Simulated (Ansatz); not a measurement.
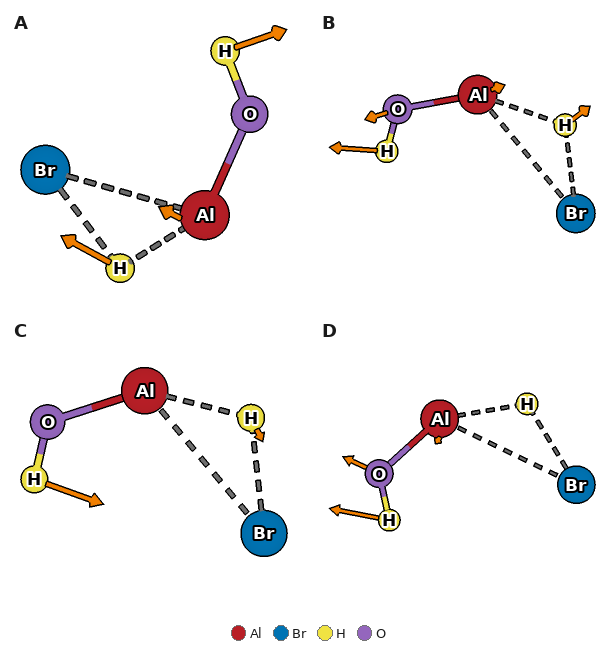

4 normal modes of one molecule or complex, as arrows. Broken sticks mark bonds that form or break. Harmonic vibrations computed with RKS PBE0-D4/def2-TZVP (Ansatz 0.2.0) at a stationary point of the same level. It is a saddle point of order 1.

### Match the panels to the wavenumbers 103 cm⁻¹, 319 cm⁻¹, 558 cm⁻¹, 872 cm⁻¹.

A: 319 cm⁻¹
B: 872 cm⁻¹
C: 558 cm⁻¹
D: 103 cm⁻¹
